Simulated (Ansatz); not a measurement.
# Run report: AlGeH$_{5}$ClO$_{2}$F, geometry relaxation (part 1 of 3)

AlGeH$_{5}$ClO$_{2}$F, computed with RKS B3LYP/def2-SVP (Ansatz 0.2.0).

The run did not end well. The input holds or restrains some coordinates. Forces given for the steps count only the free coordinates. It belongs to a series of runs on one base structure; here: pulled along the bonds that form and break, towards end B.

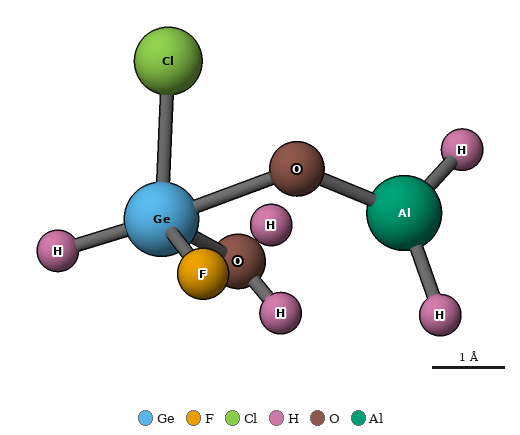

*The starting structure (ball-and-stick view, seen at a tilt). Sticks mark near contacts.*

Bond lengths as drawn: Al–H 1.56 Å, Al–O 1.78 Å, Cl–Ge 2.22 Å, F–Ge 2.03 Å, Ge–H 1.55 Å, Ge–O 1.77 to 2.07 Å and H–O 1.01 Å.

### Outcome

| quantity | value |
| --- | --- |
| outcome | not converged |
| hardware | 4 threads of Arm Neoverse V2, 24 GiB of memory available, shared host |
| wall time | 81 s (CPU time 5 min) |
| peak memory | 0.39 GiB |

The run did not converge: “geometry relaxation did not converge after 25 steps: max|allowed force component| = 3.73e-1 eV/Å without the restraints, 3.18e-1 eV/Å with the forces of `relax.restrain` added, the figure compared with `relax.f_tol` (threshold 1.5e-1). Raise `relax.max_steps` over both its present limit and 25, loosen `relax.f_tol`, or start from a geometry closer to equilibrium …” Its last values are not results.

### The input
```yaml
crystal:
  periodic: [false, false, false]
  atoms:
    - { symbol: Ge, position_ang: [0.0, 0.0, 0.0] }
    - { symbol: F, position_ang: [0.0, 0.0, 2.03] }
    - { symbol: Cl, position_ang: [2.0935, 0.0, -0.7393] }
    - { symbol: H, position_ang: [-0.73, 1.2648, -0.5162] }
    - { symbol: O, position_ang: [-0.8337, -1.4443, -0.5894] }
    - { symbol: H, position_ang: [-1.2883, -1.91, 0.183] }
    - { symbol: O, position_ang: [1.0804, -1.6406, 0.6527] }
    - { symbol: Al, position_ang: [0.4764, -3.3147, 0.6824] }
    - { symbol: H, position_ang: [1.0732, -4.3766, -0.2922] }
    - { symbol: H, position_ang: [-0.6497, -3.7201, 1.683] }
    - { symbol: H, position_ang: [0.6544, -0.9938, 1.7453] }
basis:
  gaussian: { orbitals: def2-SVP }
hamiltonian:
  xc: b3lyp
relax:
  f_tol: 0.15
  max_steps: 25
  restrain:
    - { distance: [0, 6], at: 1.77, k: 30.0 }
    - { distance: [10, 1], at: 0.92, k: 30.0 }
    - { distance: [0, 1], at: 2.88, k: 30.0 }
    - { distance: [10, 6], at: 2.21, k: 30.0 }
```

Command:
```bash
ansatz run input.yaml --threads 4 --pin off --max-ram 5120MiB --backend cpu --events-out ev --progress --plain --runs-dir out
```

### Output
```
The last accepted step is kept in [file] (removed where the run ends without a failure and the disk answers)
Engine: ansatz 0.2.0, aarch64-unknown-linux-gnu
Functional definition: B3LYP
  parameter a0 = 0.2
  parameter ax = 0.72
  parameter ac = 0.81
  exchange = (1 - a0 - ax)*slater_x + ax*b88_x + a0*exact_x
  correlation = (1 - ac)*vwn_rpa_c + ac*lyp_c
1369 factors; integrals over basis functions are off by at most 2.9e-4 eV
mean field evaluation 1: about -82503.2680 eV, gradient 7.9e1 eV
mean field evaluation 2: about -82417.0559 eV, gradient 1.9e2 eV
mean field evaluation 4: about -82513.8900 eV, gradient 1.5e1 eV
mean field evaluation 8: about -82514.3513 eV, gradient 7.4e-2 eV
mean field evaluation 16: about -82514.3740 eV, gradient 7.2e-5 eV
mean field -82514.37403053 eV, -3032.3473153704 hartree, gradient 2.9e-5 eV, S^2 0.000000; 0 other end points of the search recorded, 0 dependent functions left out
the calculation of the forces begins
reference -82514.37431807 eV, -3032.3473259375 hartree; 46, 46 occupied and 89, 89 virtual orbitals, 1369 factors
relax step   1: F+E_penalty+E_count = -82514.37403053 eV  Δ(F+E_penalty+E_count) = +0.000e0 eV  max|allowed force component| = 5.792e0 eV/Å  E_restraint = 24.94198053 eV  max|allowed force component, restraints' pulls added| = 2.280e1 eV/Å  Δτ_max = 0.0000 Å  (31 SCF iters, accepted)
  distance Ge 0 - O 6 = 2.0700 Å
  distance H 10 - F 1 = 1.2235 Å
  distance Ge 0 - F 1 = 2.0300 Å
  distance H 10 - O 6 = 1.3393 Å
these checks for a lower state are left out or cut short: starts, cluster_reference, orbital_swaps, neighbouring_geometries, increment
1369 factors; integrals over basis functions are off by at most 3.1e-4 eV
mean field -82514.19698180 eV, -3032.3408089496 hartree, gradient 1.2e-5 eV, S^2 0.000000; 0 other end points of the search recorded, 0 dependent functions left out
[... from here on the field's lines of each further geometry are left out, up to the last ...]
relax step   2: F+E_penalty+E_count = -82514.19698180 eV  Δ(F+E_penalty+E_count) = +1.770e-1 eV  max|allowed force component| = 4.373e0 eV/Å  E_restraint = 10.62507908 eV  max|allowed force component, restraints' pulls added| = 1.570e1 eV/Å  Δτ_max = 0.1947 Å  (37 SCF iters, accepted)
relax step   3: F+E_penalty+E_count = -82514.31508969 eV  Δ(F+E_penalty+E_count) = -1.181e-1 eV  max|allowed force component| = 3.570e0 eV/Å  E_restraint = 2.84754636 eV  max|allowed force component, restraints' pulls added| = 8.200e0 eV/Å  Δτ_max = 0.1948 Å  (36 SCF iters, accepted)
relax step   4: F+E_penalty+E_count = -82515.23290815 eV  Δ(F+E_penalty+E_count) = -9.178e-1 eV  max|allowed force component| = 2.333e0 eV/Å  E_restraint = 0.17427531 eV  max|allowed force component, restraints' pulls added| = 1.603e0 eV/Å  Δτ_max = 0.1908 Å  (31 SCF iters, accepted)
relax step   5: F+E_penalty+E_count = -82516.08248771 eV  Δ(F+E_penalty+E_count) = -8.496e-1 eV  max|allowed force component| = 1.209e0 eV/Å  E_restraint = 0.03480691 eV  max|allowed force component, restraints' pulls added| = 1.535e0 eV/Å  Δτ_max = 0.1949 Å  (31 SCF iters, accepted)
relax step   6: F+E_penalty+E_count = -82516.59264537 eV  Δ(F+E_penalty+E_count) = -5.102e-1 eV  max|allowed force component| = 1.339e0 eV/Å  E_restraint = 0.01304907 eV  max|allowed force component, restraints' pulls added| = 1.339e0 eV/Å  Δτ_max = 0.1950 Å  (30 SCF iters, accepted)
relax step   7: F+E_penalty+E_count = -82516.92845255 eV  Δ(F+E_penalty+E_count) = -3.358e-1 eV  max|allowed force component| = 2.375e0 eV/Å  E_restraint = 0.00471852 eV  max|allowed force component, restraints' pulls added| = 2.375e0 eV/Å  Δτ_max = 0.1970 Å  (30 SCF iters, accepted)
relax step   8: F+E_penalty+E_count = -82517.31287886 eV  Δ(F+E_penalty+E_count) = -3.844e-1 eV  max|allowed force component| = 1.395e0 eV/Å  E_restraint = 0.00483131 eV  max|allowed force component, restraints' pulls added| = 1.395e0 eV/Å  Δτ_max = 0.2000 Å  (30 SCF iters, accepted)
relax step   9: F+E_penalty+E_count = -82517.63512083 eV  Δ(F+E_penalty+E_count) = -3.222e-1 eV  max|allowed force component| = 9.344e-1 eV/Å  E_restraint = 0.00450189 eV  max|allowed force component, restraints' pulls added| = 8.734e-1 eV/Å  Δτ_max = 0.1940 Å  (31 SCF iters, accepted)
relax step  10: F+E_penalty+E_count = -82517.65440255 eV  Δ(F+E_penalty+E_count) = -1.928e-2 eV  max|allowed force component| = 2.102e0 eV/Å  E_restraint = 0.02192575 eV  max|allowed force component, restraints' pulls added| = 2.102e0 eV/Å  Δτ_max = 0.1903 Å  (32 SCF iters, accepted)
relax step  11: F+E_penalty+E_count = -82517.73267905 eV  Δ(F+E_penalty+E_count) = -7.828e-2 eV  max|allowed force component| = 1.474e0 eV/Å  E_restraint = 0.04758069 eV  max|allowed force component, restraints' pulls added| = 2.703e0 eV/Å  Δτ_max = 0.1714 Å  (30 SCF iters, accepted)
relax step  12: F+E_penalty+E_count = -82517.80751454 eV  Δ(F+E_penalty+E_count) = -7.484e-2 eV  max|allowed force component| = 5.041e-1 eV/Å  E_restraint = 0.00682342 eV  max|allowed force component, restraints' pulls added| = 6.814e-1 eV/Å  Δτ_max = 0.1273 Å  (31 SCF iters, accepted)
relax step  13: F+E_penalty+E_count = -82517.84831326 eV  Δ(F+E_penalty+E_count) = -4.080e-2 eV  max|allowed force component| = 6.092e-1 eV/Å  E_restraint = 0.00468881 eV  max|allowed force component, restraints' pulls added| = 2.413e-1 eV/Å  Δτ_max = 0.1998 Å  (30 SCF iters, accepted)
relax step  14: F+E_penalty+E_count = -82517.85290602 eV  Δ(F+E_penalty+E_count) = -4.593e-3 eV  max|allowed force component| = 5.109e-1 eV/Å  E_restraint = 0.00689665 eV  max|allowed force component, restraints' pulls added| = 3.541e-1 eV/Å  Δτ_max = 0.0721 Å  (26 SCF iters, accepted)
relax step  15: F+E_penalty+E_count = -82517.86537673 eV  Δ(F+E_penalty+E_count) = -1.247e-2 eV  max|allowed force component| = 4.250e-1 eV/Å  E_restraint = 0.00637876 eV  max|allowed force component, restraints' pulls added| = 2.151e-1 eV/Å  Δτ_max = 0.1283 Å  (31 SCF iters, accepted)
relax step  16: F+E_penalty+E_count = -82517.87009232 eV  Δ(F+E_penalty+E_count) = -4.716e-3 eV  max|allowed force component| = 4.828e-1 eV/Å  E_restraint = 0.00728205 eV  max|allowed force component, restraints' pulls added| = 3.038e-1 eV/Å  Δτ_max = 0.0459 Å  (27 SCF iters, accepted)
relax step  17: F+E_penalty+E_count = -82517.87498975 eV  Δ(F+E_penalty+E_count) = -4.897e-3 eV  max|allowed force component| = 5.070e-1 eV/Å  E_restraint = 0.00704388 eV  max|allowed force component, restraints' pulls added| = 1.302e-1 eV/Å  Δτ_max = 0.0666 Å  (29 SCF iters, accepted)
relax step  18: F+E_penalty+E_count = -82517.80368785 eV  Δ(F+E_penalty+E_count) = +7.130e-2 eV  max|allowed force component| = 2.054e0 eV/Å  E_restraint = 0.00708827 eV  max|allowed force component, restraints' pulls added| = 2.054e0 eV/Å  Δτ_max = 0.1951 Å  (30 SCF iters, rejected (line search))
relax step  19: F+E_penalty+E_count = -82517.87904909 eV  Δ(F+E_penalty+E_count) = -4.059e-3 eV  max|allowed force component| = 4.686e-1 eV/Å  E_restraint = 0.00700198 eV  max|allowed force component, restraints' pulls added| = 1.909e-1 eV/Å  Δτ_max = 0.0537 Å  (27 SCF iters, accepted)
relax step  20: F+E_penalty+E_count = -82517.88250525 eV  Δ(F+E_penalty+E_count) = -3.456e-3 eV  max|allowed force component| = 6.452e-1 eV/Å  E_restraint = 0.00728092 eV  max|allowed force component, restraints' pulls added| = 6.452e-1 eV/Å  Δτ_max = 0.0966 Å  (30 SCF iters, accepted)
relax step  21: F+E_penalty+E_count = -82517.89307516 eV  Δ(F+E_penalty+E_count) = -1.057e-2 eV  max|allowed force component| = 4.896e-1 eV/Å  E_restraint = 0.00965663 eV  max|allowed force component, restraints' pulls added| = 3.740e-1 eV/Å  Δτ_max = 0.0929 Å  (29 SCF iters, accepted)
relax step  22: F+E_penalty+E_count = -82517.88497148 eV  Δ(F+E_penalty+E_count) = +8.104e-3 eV  max|allowed force component| = 8.372e-1 eV/Å  E_restraint = 0.02060466 eV  max|allowed force component, restraints' pulls added| = 1.627e0 eV/Å  Δτ_max = 0.1899 Å  (29 SCF iters, rejected (line search))
relax step  23: F+E_penalty+E_count = -82517.90342070 eV  Δ(F+E_penalty+E_count) = -1.035e-2 eV  max|allowed force component| = 4.816e-1 eV/Å  E_restraint = 0.00937350 eV  max|allowed force component, restraints' pulls added| = 3.363e-1 eV/Å  Δτ_max = 0.0949 Å  (29 SCF iters, accepted)
the calculation of the forces begins
reference -82517.91255142 eV, -3032.4773536146 hartree; 46, 46 occupied and 89, 89 virtual orbitals, 1370 factors
relax step  24: F+E_penalty+E_count = -82517.91226730 eV  Δ(F+E_penalty+E_count) = -8.847e-3 eV  max|allowed force component| = 4.473e-1 eV/Å  E_restraint = 0.00756411 eV  max|allowed force component, restraints' pulls added| = 2.149e-1 eV/Å  Δτ_max = 0.0983 Å  (29 SCF iters, accepted)
  distance Ge 0 - O 6 = 1.7539 Å
  distance H 10 - F 1 = 0.9313 Å
  distance Ge 0 - F 1 = 2.8901 Å
  distance H 10 - O 6 = 2.2059 Å
these checks for a lower state are left out or cut short: starts, cluster_reference, orbital_swaps, neighbouring_geometries, increment
1369 factors; integrals over basis functions are off by at most 3.8e-4 eV
mean field -82517.91747052 eV, -3032.4775343881 hartree, gradient 1.5e-5 eV, S^2 0.000000; 0 other end points of the search recorded, 0 dependent functions left out
the calculation of the forces begins
reference -82517.91775267 eV, -3032.4775447569 hartree; 46, 46 occupied and 89, 89 virtual orbitals, 1369 factors
relax step  25: F+E_penalty+E_count = -82517.91747052 eV  Δ(F+E_penalty+E_count) = -5.203e-3 eV  max|allowed force component| = 3.727e-1 eV/Å  E_restraint = 0.00692182 eV  max|allowed force component, restraints' pulls added| = 3.177e-1 eV/Å  Δτ_max = 0.1466 Å  (29 SCF iters, accepted)
```

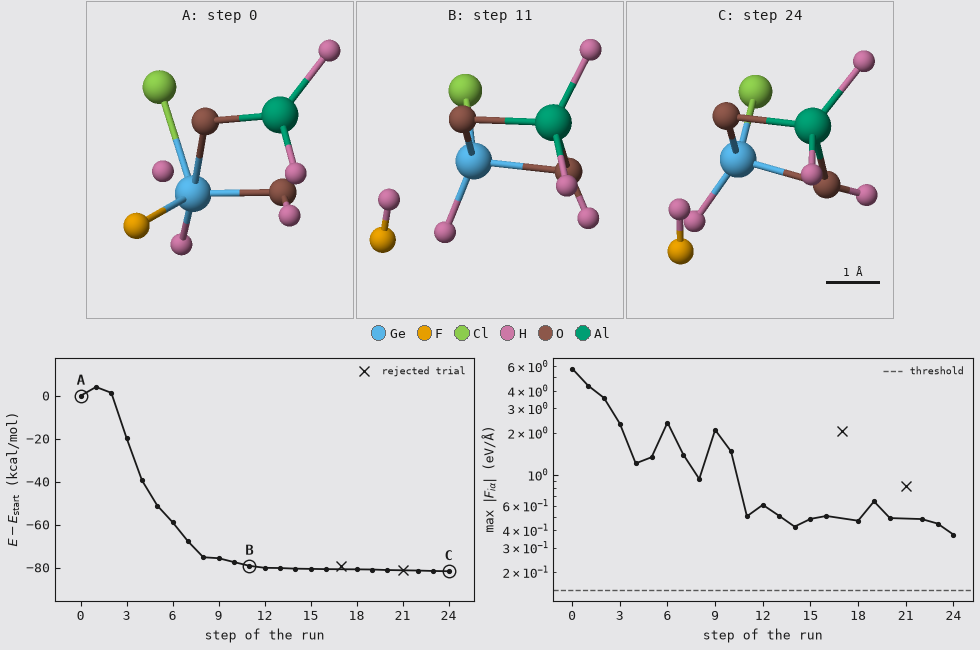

*Frames of the restrained relaxation (ball-and-stick view, seen at a tilt) above the curves, on which the letters mark them (the first geometry is step 0 here and step 1 in the log).*

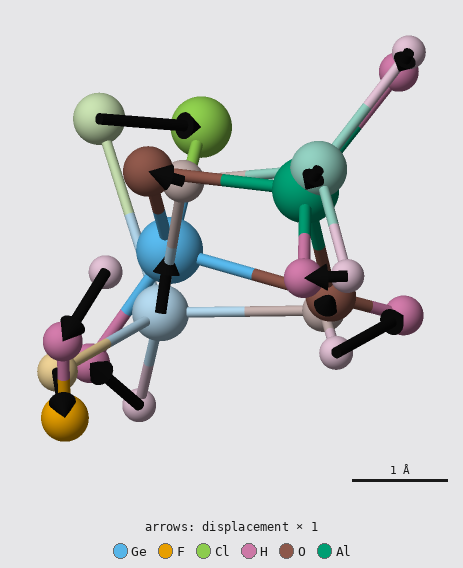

*Start (faint) and end (solid) with the displacements as black arrows, at true length (ball-and-stick view, seen at a tilt). The two geometries are laid on each other by the best rigid fit.*

The relaxation stopped without meeting its thresholds, so the last structure isn't shown to be converged. Cl3 moves most after the best rigid fit: 1.48 Å. By element the largest moves are Cl 1.48 Å, H 1.39 Å, F 0.71 Å, Ge 0.67 Å, O 0.40 Å, Al 0.32 Å. Distances before and after: Ge1–F2 2.030 → 2.891 Å, O5–Al8 2.614 → 1.999 Å, Ge1–O7 2.070 → 1.754 Å, F2–H11 1.223 → 0.928 Å. New bonds form: F2–H11 (1.22 → 0.93 Å), O5–Al8 (2.61 → 2.00 Å). Bonds break: Ge1–F2 (2.03 → 2.89 Å). Among the angles that change: H4–Ge1–O7 176.6° → 124.3°, Cl3–Ge1–O7 67.2° → 114.8°, Ge1–O7–Al8 125.0° → 101.0°. The energy falls by 81.7 kcal/mol in 24 geometry steps. Largest force component: 5.8 eV/Å at the start, 0.37 eV/Å at the end. The line search rejected the trial steps at points 17, 21 (counted from 0) and went back. (Atoms are counted from 1 in the order of the input.)

```
  distance Ge 0 - O 6 = 1.7542 Å
  distance H 10 - F 1 = 0.9279 Å
  distance Ge 0 - F 1 = 2.8914 Å
  distance H 10 - O 6 = 2.2144 Å
```
